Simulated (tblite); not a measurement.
# SiP2H7 (charge +1): frequency calculation

- system: SiP2H7, charge +1, SMILES P[SiH2][PH3+]
- method: GFN1-xTB, R-SCC (tblite 0.8.0)

The geometry was optimised with GFN1-xTB.

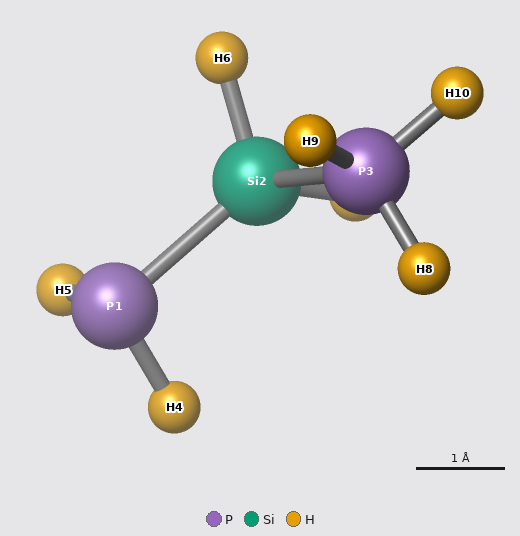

*The input geometry (ball-and-stick view, seen at a tilt; atoms are numbered from 1 in the order of the input).*

Bond lengths as drawn: H–P 1.37 to 1.39 Å, H–Si 1.46 Å and P–Si 2.19 to 2.34 Å.

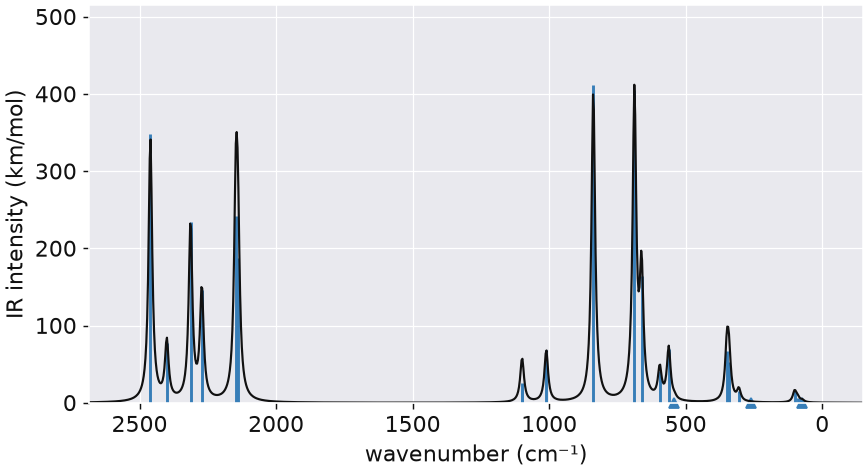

*Harmonic infrared spectrum, unscaled: sticks (degenerate modes added up, dark ones marked on the axis) with a Lorentzian envelope of 16 cm⁻¹ full width, scaled to the tallest stick.*

24 modes from 73 to 2461 cm⁻¹, none imaginary. The strongest line is at 838 cm⁻¹ (412 km/mol).

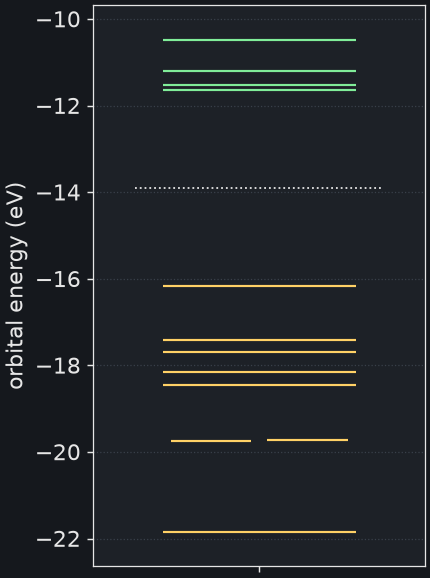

*Orbital energies near the frontier; the dotted line parts filled from empty levels, and levels within 0.02 eV of each other stand side by side.*

Highest filled −16.16 eV, lowest empty −11.65 eV, 4.51 eV apart.

The input that produced these results follows, with the program's output.

The input (script.py):
```python
import json
import numpy as np
from tblite.interface import Calculator
from tblite.interface import symbols_to_numbers
from ase.data import atomic_masses

symbols = list(map(str, np.loadtxt("geom.xyz", skiprows=2, usecols=0, dtype=str, ndmin=1)))
numbers = np.array(symbols_to_numbers(symbols))
positions = np.loadtxt("geom.xyz", skiprows=2, usecols=(1, 2, 3), ndmin=2) / 0.529177210903

tb = Calculator("GFN1-xTB", numbers, positions, charge=1, uhf=0)
tb.set("verbosity", 0)
tb.set("accuracy", 0.01)
res = tb.singlepoint()
h = 0.005  # bohr
n = positions.size
H, D = np.zeros((n, n)), np.zeros((n, 3))
for a in range(n):
    g, d = [], []
    for sign in (1, -1):
        x = positions.ravel().copy()
        x[a] += sign * h
        tb.update(x.reshape(-1, 3))
        y = tb.singlepoint()
        g.append(y.get('gradient').ravel())
        d.append(y.get('dipole'))
    H[a], D[a] = (g[0] - g[1]) / (2 * h), (d[0] - d[1]) / (2 * h)
mass = np.repeat(atomic_masses[numbers], 3)
H = (H + H.T) / 2 / np.sqrt(np.outer(mass, mass))
# project out translations and rotations
com = positions - atomic_masses[numbers] @ positions / atomic_masses[numbers].sum()
T = [np.tile(v, len(numbers)) for v in np.eye(3)] + [np.cross(com, v).ravel() for v in np.eye(3)]
U, sv, _ = np.linalg.svd((np.array(T) * np.sqrt(mass)).T)
Q = U[:, (sv > 1e-3 * sv.max()).sum():]
w, V = np.linalg.eigh(Q.T @ H @ Q)
freq = np.sign(w) * np.sqrt(np.abs(w)) * 5140.487
inten = (((Q @ V).T / np.sqrt(mass)) @ D) ** 2
inten = inten.sum(axis=1) * 974.88
print(f"E = {res.get('energy'):.8f} Eh, max gradient {np.abs(res.get('gradient')).max():.2e} Eh/bohr")
print("mode   frequency/cm^-1   IR/(km/mol)")
for i, (v, s) in enumerate(zip(freq, inten), 1):
    print(f"{i:4d} {v:14.2f} {s:14.3f}")
zpe = freq[freq > 0].sum() / 2 / 219474.63
print(f"imaginary modes: {(freq < -10).sum()}, zero-point energy {zpe:.6f} Eh = {zpe * 27.211386:.4f} eV")
out = {k: np.asarray(res.get(k)).tolist() for k in ("energy", "gradient", "charges", "dipole", "orbital-energies", "orbital-occupations")}
out.update(symbols=symbols, positions=(positions * 0.529177210903).tolist(), frequencies=freq.tolist(), intensities=inten.tolist(), zpe=zpe)
json.dump(out, open("results.json", "w"))
```

File geom.xyz:
```
10
start geometry
P     -2.019604     0.618104    -0.507440
Si     0.158565     0.775885    -0.414306
P      0.927919    -0.978791     0.935418
H     -2.096965    -0.234257    -1.607733
H     -2.199075     1.771840    -1.269654
H      0.672292     1.871468     0.407859
H      1.094996     0.587970    -1.522951
H      0.735161    -2.281744     0.549368
H      0.455941    -1.081849     2.220017
H      2.270769    -1.048636     1.209420
```

Launched with:
```bash
python script.py
```

Log:
```
E = -10.47797709 Eh, max gradient 2.88e-05 Eh/bohr
mode   frequency/cm^-1   IR/(km/mol)
   1          72.76          2.784
   2          90.05          5.654
   3         101.08         14.736
   4         260.67          0.136
   5         305.38         15.647
   6         341.59         53.396
   7         348.90         67.364
   8         541.13          3.309
   9         562.14         69.482
  10         595.05         41.584
  11         661.74        164.540
  12         687.82        405.009
  13         838.44        412.022
  14        1010.60         68.190
  15        1097.76         16.410
  16        1098.77         17.006
  17        1100.29         25.744
  18        2139.94        187.627
  19        2147.38        242.373
  20        2272.10        146.273
  21        2313.39        234.257
  22        2400.28         77.441
  23        2459.97        174.836
  24        2460.79        173.374
imaginary modes: 0, zero-point energy 0.059023 Eh = 1.6061 eV
```

Key numbers:

| quantity | value |
| --- | --- |
| outcome | converged |
| total energy | −10.477977 hartree |
| basis functions | 41 |
| largest force | 0.002 eV/Å |
| HOMO | −16.16 eV |
| LUMO | −11.65 eV |
| zero-point energy | 0.059023 hartree |
| wavenumbers, lowest and highest | 73 and 2461 cm⁻¹ |
| hardware | 1 thread of Intel Xeon @ 2.50GHz (Skylake/Cascade Lake), 189 GiB of memory available, shared host |
| wall time | 2.9 s |
| peak memory | 0.068 GiB |
